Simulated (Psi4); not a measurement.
# doublet [MoH2O4]+: levels of theory compared

Wanted: a comparison of 4 runs (UHF/STO-3G, UHF/3-21G, UHSE06/def2-SVP, UTPSSh/def2-SVP) of doublet [MoH2O4]+. 

The results are computed with Psi4 1.11.

**1. The molecule**

[MoH2O4]+: 7 atoms, total charge +1, spin state doublet. As SMILES of the parent species, `[O]=[Mo](=[O])([OH])[OH]`. The shape is that of a PBE0-D4/def2-TZVP optimisation. This is one conformer, not always the lowest. That shape belongs to the parent species and isn't relaxed for this state.

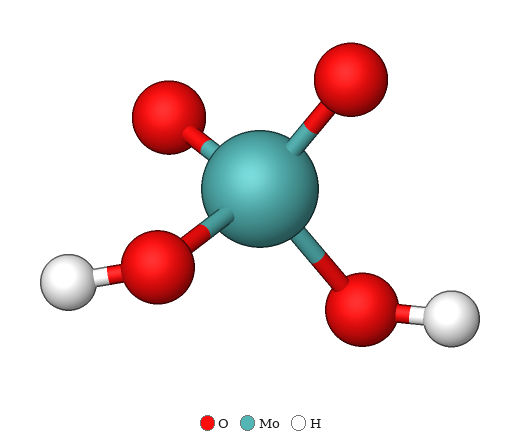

Viewed from a chosen angle; oxygen red, molybdenum teal, hydrogen white.

**2. The energy at UHF/STO-3G (run 1)**

File h2moo4.py:

```python
import psi4

psi4.set_memory(2200000000)
psi4.set_num_threads(1)
psi4.core.set_output_file('output.dat', False)

molecule = psi4.geometry("""
1 2
O      0.052590    -1.899690    -0.237080
Mo     0.095070    -0.287340     0.216430
O      0.633380    -0.173900     1.799000
O     -1.628350     0.423020     0.074620
O      1.271080     0.657000    -0.888140
H     -2.030050     0.970480     0.754330
H      1.606280     0.310450    -1.719170
symmetry c1
no_reorient
no_com
""")

psi4.set_options(dict(reference='uhf', puream=True, e_convergence=1e-09, d_convergence=1e-08, scf_type='pk', maxiter=100))

energy_value, wavefunction = psi4.energy("scf/STO-3G", return_wfn=True)
psi4.oeprop(wavefunction, "LOWDIN_CHARGES", "QUADRUPOLE", "MAYER_INDICES")
print('E =', round(energy_value, 9))
```

Launch:

```
$ python h2moo4.py
```

output.dat:

```text
[...]
  Running in c1 symmetry.
[...]
  Nuclear repulsion =  506.564248106030448
[...]
  Multiplicity = 2
[...]
  Nalpha       = 38
  Nbeta        = 37
[...]
    Number of basis functions: 49
[...]
   @UHF iter   1: -4231.96314076879389   -2.95111e+00   1.47785e-02 ADIIS/DIIS
[...]
   @UHF iter  36: -4232.44225219511372   -8.18545e-12   7.26070e-09 DIIS
[...]
   @S^2 Observed:                1.241427973E+00
[...]
    Orbital Energies [Eh]
    ---------------------
    Alpha Occupied:
       1A   -714.149538     2A   -101.228759     3A    -94.524767
       4A    -94.524058     5A    -94.522977     6A    -20.668582
       7A    -20.668490     8A    -20.502917     9A    -20.502897
      10A    -18.433352    11A    -15.683508    12A    -15.682415
      13A    -15.678369    14A     -9.270721    15A     -9.269389
      16A     -9.267352    17A     -9.267054    18A     -9.261560
      19A     -3.138609    20A     -2.228001    21A     -2.192480
      22A     -2.189426    23A     -1.565767    24A     -1.550372
      25A     -1.472417    26A     -1.468313    27A     -0.902243
      28A     -0.850755    29A     -0.831515    30A     -0.826138
      31A     -0.805812    32A     -0.793071    33A     -0.771463
      34A     -0.764816    35A     -0.666765    36A     -0.647165
[...]
  @UHF Final Energy: -4232.44225219511372
   => Energetics <=
    Nuclear Repulsion Energy =            506.5642481060304476
    One-Electron Energy =               -6843.3950861975663429
    Two-Electron Energy =                2104.3885858964226827
    Total Energy =                      -4232.4422521951128147
  UHF NO Occupations:
  HONO-2 :   36  A 1.9762315
  HONO-1 :   37  A 1.7757104
[...]
 Multipole Moments:
 ------------------------------------------------------------------------------------
     Multipole            Electronic (a.u.)      Nuclear  (a.u.)        Total (a.u.)
 ------------------------------------------------------------------------------------
 L = 1.  Multiply by 2.5417464519 to convert [e a0] to [Debye]
 Dipole X            :        -11.5478173           11.7139776            0.1661603
 Dipole Y            :         34.9035445          -35.4057386           -0.5021941
 Dipole Z            :        -26.2903669           26.6686088            0.3782419
 Magnitude           :                                                    0.6502885
 L = 2.  Multiply by 1.3450342976 to convert [e a0^2] to [Debye ang]
 Quadrupole XX       :       -185.2787438          158.7326868          -26.5460570
 Quadrupole XY       :          8.7144114          -11.1737939           -2.4593825
[...]
```

The script printed:

```text
E = -4232.442252195
```

Run time: 1.7 s. Hardware: 1 thread of Intel Xeon 6975P-C (Granite Rapids), shared host; peak memory 0.19 GiB.

**3. Energy and gradient at UHF/3-21G (run 2)**

File run.py:

```python
import psi4

psi4.set_memory(2200000000)
psi4.set_num_threads(1)
psi4.set_output_file('h2moo4.out', False)

molecule = psi4.geometry("""
1 2
O      0.052590    -1.899690    -0.237080
Mo     0.095070    -0.287340     0.216430
O      0.633380    -0.173900     1.799000
O     -1.628350     0.423020     0.074620
O      1.271080     0.657000    -0.888140
H     -2.030050     0.970480     0.754330
H      1.606280     0.310450    -1.719170
symmetry c1
no_reorient
no_com
""")

psi4.set_options({
    'reference': 'uhf',
    'puream': True,
    'e_convergence': 1e-09,
    'd_convergence': 1e-08,
    'scf_type': 'pk',
    'maxiter': 100,
})

e_tot, wfn = psi4.gradient("hf/3-21G", return_wfn=True)
print('gradient / Eh bohr^-1')
print(e_tot.np.round(6))
print(f'energy = {wfn.energy():.10f} Eh')
for k, v in sorted(psi4.core.scalar_variables().items()):
    print(f'{k:45s} {v:18.10f}')
```

Launch:

```
$ python run.py
```

h2moo4.out:

```text
[...]
  Running in c1 symmetry.
[...]
  Nuclear repulsion =  506.564248106030448
[...]
  Multiplicity = 2
[...]
  Nalpha       = 38
  Nbeta        = 37
[...]
    Number of basis functions: 76
[...]
   @UHF iter   1: -4254.95302887890739   -2.11160e+00   7.11986e-03 ADIIS/DIIS
[...]
   @UHF iter  35: -4255.17932332121745   -3.18323e-11   9.88574e-09 DIIS
[...]
   @S^2 Observed:                1.260921804E+00
[...]
  @UHF Final Energy: -4255.17932332121745
   => Energetics <=
    Nuclear Repulsion Energy =            506.5642481060304476
    One-Electron Energy =               -6861.6349581476961248
    Two-Electron Energy =                2099.8913867204487360
    Total Energy =                      -4255.1793233212174528
  UHF NO Occupations:
  HONO-2 :   36  A 1.9827744
  HONO-1 :   37  A 1.7526613
[...]
 Multipole Moments:
 ------------------------------------------------------------------------------------
     Multipole            Electronic (a.u.)      Nuclear  (a.u.)        Total (a.u.)
 ------------------------------------------------------------------------------------
 L = 1.  Multiply by 2.5417464519 to convert [e a0] to [Debye]
 Dipole X            :        -11.5662794           11.7139776            0.1476982
 Dipole Y            :         34.9593201          -35.4057386           -0.4464185
 Dipole Z            :        -26.3323789           26.6686088            0.3362298
 Magnitude           :                                                    0.5780612
[...]
  -Total Gradient:
     Atom            X                  Y                   Z
    ------   -----------------  -----------------  -----------------
       1        0.001823822927     0.121358223997     0.026256346955
       2        0.052356661648    -0.158266924085     0.119205494466
       3       -0.041663913334    -0.000917826160    -0.116969820442
       4       -0.049163374774     0.023215809624    -0.007932374819
       5        0.031227217028     0.030995390394    -0.032909100570
       6        0.020648663351    -0.010377732138    -0.004606280926
       7       -0.015229076804    -0.006006941584     0.016955735273
[...]
```

The script printed:

```text
gradient / Eh bohr^-1
[[ 0.001824  0.121358  0.026256]
 [ 0.052357 -0.158267  0.119205]
 [-0.041664 -0.000918 -0.11697 ]
 [-0.049163  0.023216 -0.007932]
 [ 0.031227  0.030995 -0.032909]
 [ 0.020649 -0.010378 -0.004606]
 [-0.015229 -0.006007  0.016956]]
energy = -4255.1793233212 Eh
CURRENT ENERGY                                  -4255.1793233212
CURRENT REFERENCE ENERGY                        -4255.1793233212
DD SOLVATION ENERGY                                 0.0000000000
HF KINETIC ENERGY                                4262.8141215722
HF POTENTIAL ENERGY                             -8517.9934448934
HF TOTAL ENERGY                                 -4255.1793233212
HF VIRIAL RATIO                                     1.9982089770
NUCLEAR REPULSION ENERGY                          506.5642481060
ONE-ELECTRON ENERGY                             -6861.6349581477
PCM POLARIZATION ENERGY                             0.0000000000
PE ENERGY                                           0.0000000000
SCF ITERATION ENERGY                            -4255.1793233212
SCF ITERATIONS                                     35.0000000000
SCF TOTAL ENERGY                                -4255.1793233212
TWO-ELECTRON ENERGY                              2099.8913867204
```

Wall time 5.4 s (1 thread of Intel Xeon 6975P-C (Granite Rapids), shared host); peak memory 0.25 GiB.

Run 3 isn't shown in full; the table further down has it.

**4. Energy and gradient at UTPSSh/def2-SVP (core potential) (run 4)**

File input.dat:

```
memory 2200 MB

molecule mol {
  1 2
  O      0.052590    -1.899690    -0.237080
  Mo     0.095070    -0.287340     0.216430
  O      0.633380    -0.173900     1.799000
  O     -1.628350     0.423020     0.074620
  O      1.271080     0.657000    -0.888140
  H     -2.030050     0.970480     0.754330
  H      1.606280     0.310450    -1.719170
  symmetry c1
}

set basis def2-SVP
set reference uks
set puream true
set e_convergence 1e-09
set d_convergence 1e-08
set scf_type pk
set dft_radial_points 99
set dft_spherical_points 590
set maxiter 100

E, wfn = gradient("tpssh", return_wfn=True)
oeprop(wfn, "WIBERG_LOWDIN_INDICES", "QUADRUPOLE", "LOWDIN_CHARGES", title="TPSSH")
print_variables()
```

Launch:

```
$ psi4 -i input.dat -o output.dat -n 1
```

output.dat:

```text
[...]
    !!!  WARNING: ECP capability is in beta. Please check occupations closely.  !!!
[...]
  Running in c1 symmetry.
[...]
  Nuclear repulsion =  226.529775144928550
[...]
  Multiplicity = 2
[...]
  Nalpha       = 24
  Nbeta        = 23
[...]
    Number of basis functions: 97
[...]
   @UKS iter   1:  -368.75722305428059    3.48702e-01   1.56921e-02 ADIIS/DIIS
[...]
   @UKS iter  26:  -369.80519100693658   -5.17275e-12   3.66601e-09 DIIS
[...]
   @S^2 Observed:                7.869498579E-01
[...]
  @UKS Final Energy:  -369.80519100693658
   => Energetics <=
    Nuclear Repulsion Energy =            226.5297751449285499
    One-Electron Energy =                -969.5485862874593295
    Two-Electron Energy =                 411.6664673958756566
    DFT Exchange-Correlation Energy =     -38.4528472602814446
    Empirical Dispersion Energy =           0.0000000000000000
    VV10 Nonlocal Energy =                  0.0000000000000000
    Total Energy =                       -369.8051910069365817
[...]
  -Total Gradient:
     Atom            X                  Y                   Z
    ------   -----------------  -----------------  -----------------
       1        0.001150628479     0.055301332311     0.009683310516
       2        0.026156588383    -0.079059841542     0.059546381347
       3       -0.019942135062     0.001505633584    -0.052468846562
       4       -0.034695865813     0.020970325424     0.007034712906
       5        0.023981872337     0.011408339817    -0.031430721768
       6        0.014109139446    -0.012278164524    -0.011247212265
       7       -0.010766859141     0.002172697631     0.018867282073
[...]
 Multipole Moments:
 ------------------------------------------------------------------------------------
     Multipole            Electronic (a.u.)      Nuclear  (a.u.)        Total (a.u.)
 ------------------------------------------------------------------------------------
 L = 1.  Multiply by 2.5417464519 to convert [e a0] to [Debye]
 Dipole X            :          1.0238141           -1.1409003           -0.1170862
 Dipole Y            :         -3.0938098            3.4477678            0.3539580
 Dipole Z            :          2.3301779           -2.5967996           -0.2666217
 Magnitude           :                                                    0.4583476
 L = 2.  Multiply by 1.3450342976 to convert [e a0^2] to [Debye ang]
 Quadrupole XX       :       -182.3797187          156.9254300          -25.4542887
 Quadrupole XY       :          2.8714724           -5.7113314           -2.8398590
[...]
```

Wall time 96 s (1 thread of Intel Xeon 6975P-C (Granite Rapids), shared host); peak memory 1.1 GiB.

**5. The series**

```
run                             level      task  core potential   energy (Eh)  HOMO energy (eV)  LUMO energy (eV)   ⟨S²⟩  wall time
  1                        UHF/STO-3G    energy            none  -4232.442252            -16.27             -2.63  1.241      1.7 s
  2                         UHF/3-21G  gradient            none  -4255.179323            -19.64             -6.64  1.261      5.4 s
  3  UHSE06/def2-SVP (core potential)  gradient            def2   -369.502150            -15.53            -13.77  0.808       72 s
  4  UTPSSh/def2-SVP (core potential)  gradient            def2   -369.805191            -15.04            -13.93  0.787       96 s
```

**6. Outcome**

| quantity | value |
| --- | --- |
| run 4: total energy | -369.80519 Eh |
| run 4: HOMO energy (highest over α and β) | -15.04 eV |
| run 4: LUMO energy (lowest over α and β) | -13.93 eV |
| run 4: ⟨S²⟩ | 0.787 |
| run 4: largest force on an atom | 5.264 eV/Å |

**Reading.** Totals of different functionals can't be ranked against each other. Some runs of one species differ in core potentials or relativity; totals across that change don't compare. In run 1 the basis is minimal, so the values are rough. In runs 1, 2 relativity is left out where basis or elements ask for it. Spin contamination of the reference: run 2 ⟨S²⟩ = 1.26, run 1 ⟨S²⟩ = 1.24. All runs together took 2.9 min, the longest 96 s.
